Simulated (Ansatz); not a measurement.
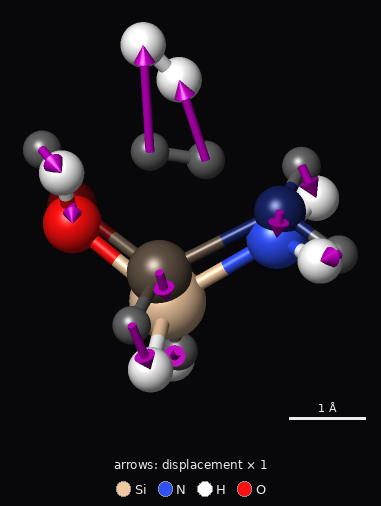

This is a relaxation of SiNH7O (started from a transition state, displaced along its imaginary mode). The starting structure is drawn faded, the final one solid; purple arrows show the displacements, at their true length. The two geometries are superimposed by the best rigid fit.

A ball-and-stick model, seen at a tilt.

The calculation used RKS PBE0-D4/def2-TZVP (Ansatz 0.2.0).

Input
```yaml
crystal:
  periodic: [false, false, false]
  atoms:
    - {symbol: Si, position_ang: [-0.648022, -0.363514, -0.070395]}
    - {symbol: N, position_ang: [1.131055, -0.521826, 0.154519]}
    - {symbol: H, position_ang: [-1.039105, -1.595937, -0.744889]}
    - {symbol: H, position_ang: [-1.305272, -0.378472, 1.272978]}
    - {symbol: O, position_ang: [-1.138825, 0.750831, -1.188458]}
    - {symbol: H, position_ang: [0.718338, 0.791275, 0.711847]}
    - {symbol: H, position_ang: [0.173535, 1.347407, 0.834884]}
    - {symbol: H, position_ang: [1.473058, -1.311241, 0.686491]}
    - {symbol: H, position_ang: [1.681973, -0.399393, -0.685574]}
    - {symbol: H, position_ang: [-1.046939, 1.680772, -0.971404]}
basis:
  gaussian: {orbitals: def2-TZVP}
hamiltonian: {xc: pbe0, dispersion: d4}
relax: {f_tol: 0.005, max_steps: 200}
```

> Describe the change and its energy.

The energy falls by 135.2 kJ/mol in 20 geometry steps. The largest force component goes from 1.5 to 0.0034 eV/Å. The largest move after the best rigid fit is that of H7, 1.48 Å. Largest moves by element: H 1.48 Å, Si 0.52 Å, N 0.39 Å, O 0.31 Å. Some distances before and after: Si1–H7 2.103 → 4.028 Å, Si1–H6 1.953 → 3.442 Å, N2–H6 1.485 → 2.838 Å, Si1–N2 1.800 → 1.712 Å. Among the angles between lasting bonds that change: N2–Si1–H3 104.4° → 114.3°, Si1–N2–H9 115.1° → 122.9°, H4–Si1–O5 118.9° → 112.5°.
